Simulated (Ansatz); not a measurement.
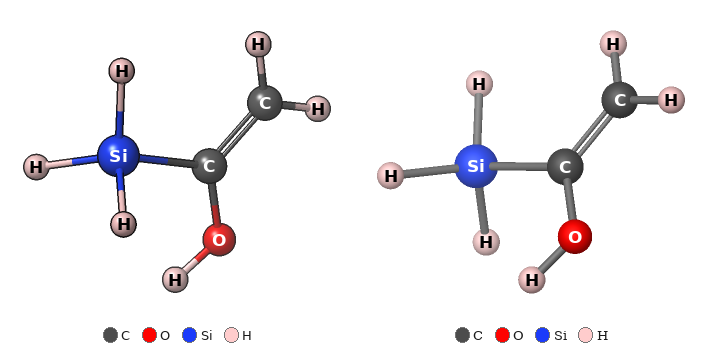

Two views of one molecule.

Question: What is the molecular formula?

Answer: C₂H₆OSi, 10 atoms: 2 carbon, 6 hydrogen, 1 oxygen and 1 silicon.

Question: Count the bonded pairs by element.

Answer: 3 Si–H, 2 C–H, 1 C–C, 1 C–O, 1 C–Si, 1 O–H.

Question: Name functional groups in it.

Answer: Among them: alkene, Si–H bond.

Question: How many atoms are distinct by symmetry?

Answer: 9: 1 C, 1 C, 1 O, 1 Si, 1 H, 1 H, 1 H, 2 H, 1 H.

Question: Write the SMILES.

Answer: C=C(O)[SiH3]

The parts below concern this one geometry. Atoms keep their numbers from picture to picture. The computed structure is the end point of a PBE0-D4/def2-TZVP optimisation.

### Geometry

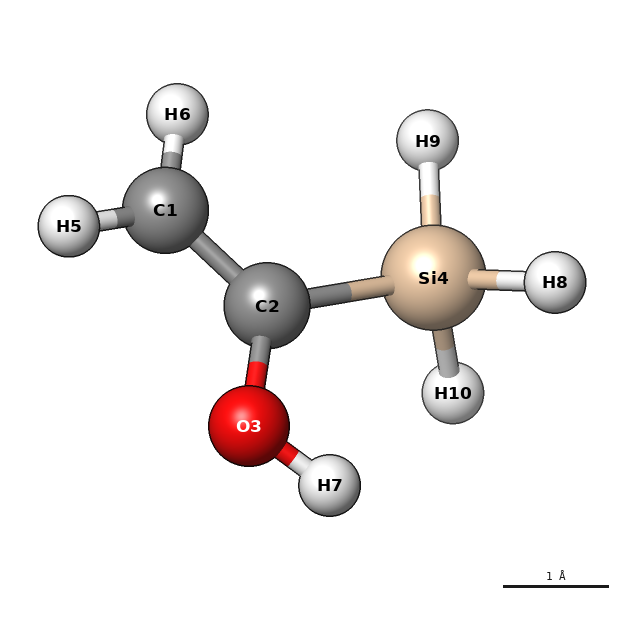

List the bonds and their lengths.

| bond | length (Å) | order |
| --- | --- | --- |
| C1–C2 | 1.332 | double |
| C1–H5 | 1.085 | single |
| C1–H6 | 1.081 | single |
| C2–O3 | 1.368 | single |
| C2–Si4 | 1.875 | single |
| O3–H7 | 0.960 | single |
| Si4–H8 | 1.489 | single |
| Si4–H9 | 1.482 | single |
| Si4–H10 | 1.489 | single |

### Vibrations

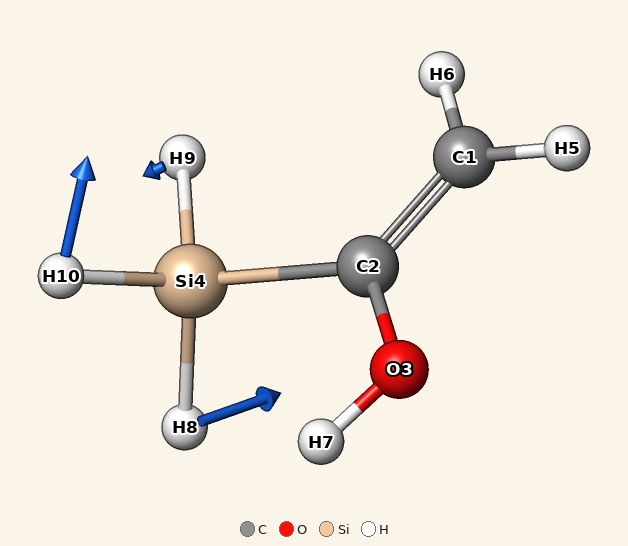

The arrows show one normal mode. Harmonic vibrations computed with RKS PBE0-D4/def2-TZVP (Ansatz 0.2.0) at a stationary point of the same level.

Question: Describe the motion.

Answer: Mostly H–Si–H bending.

Question: Estimate its harmonic wavenumber.

Answer: 956 cm⁻¹; it is mode 13 of 24 counted from the lowest.

### Electronic properties

Level of theory: RKS r2SCANh-D4/def2-TZVPP (Ansatz 0.2.0).

Question: Estimate the HOMO energy (Kohn–Sham orbital).

Answer: −6.40 eV.

Question: Give the LUMO energy (Kohn–Sham orbital) at this level.

Answer: −0.42 eV.

Question: Estimate the dispersion correction.

Answer: −4.5 kJ/mol.

### Dipole moment

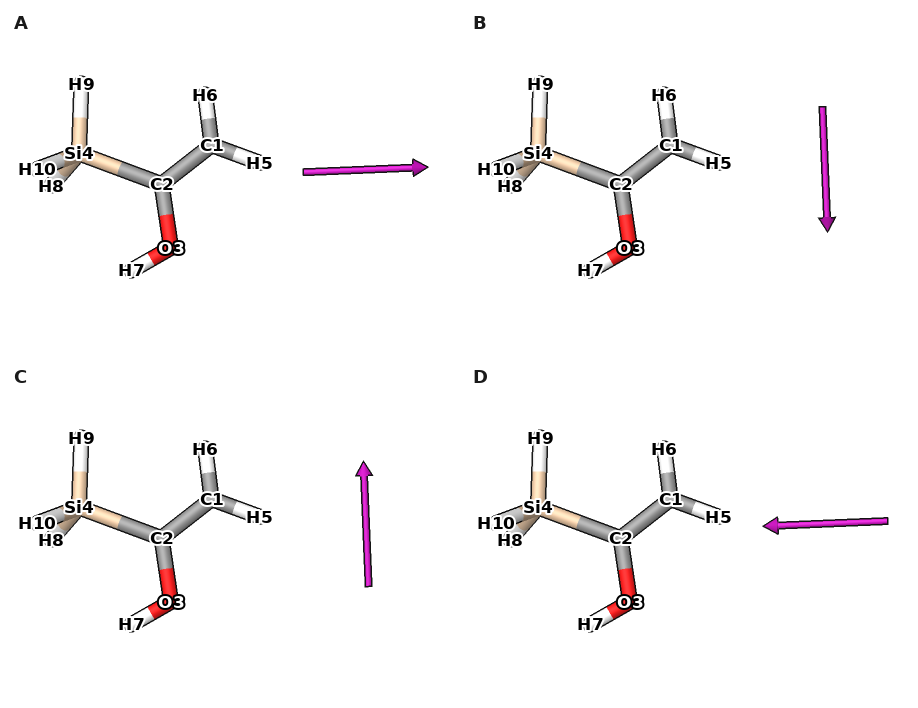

The same molecule four times, each with an arrow. Level of theory: RKS ωB97M-V/def2-TZVPP (Ansatz 0.2.0).

Question: Which arrow points along the dipole moment, from the negative to the positive end?

Answer: D. The dipole moment is 1.20 D; it points from the side of H5 to the side of H8, H10 (the outermost atoms at the two ends).

### Charges

The questions are on Mulliken charges. Method: RKS PBE0-D4/def2-TZVP (Ansatz 0.2.0).

Question: Which atom carries the highest charge (most positive or least negative)?

Answer: H7 (0.32 e).

Question: And the lowest?

Answer: O3 (−0.38 e).

List the Mulliken charges.

| atom | value (e) |
| --- | --- |
| C1 | −0.35 |
| C2 | 0.09 |
| O3 | −0.38 |
| Si4 | 0.09 |
| H5 | 0.13 |
| H6 | 0.14 |
| H7 | 0.32 |
| H8 | −0.02 |
| H9 | −0.01 |
| H10 | −0.02 |

Mulliken values depend strongly on the basis set and can even reverse the polarity of a bond.
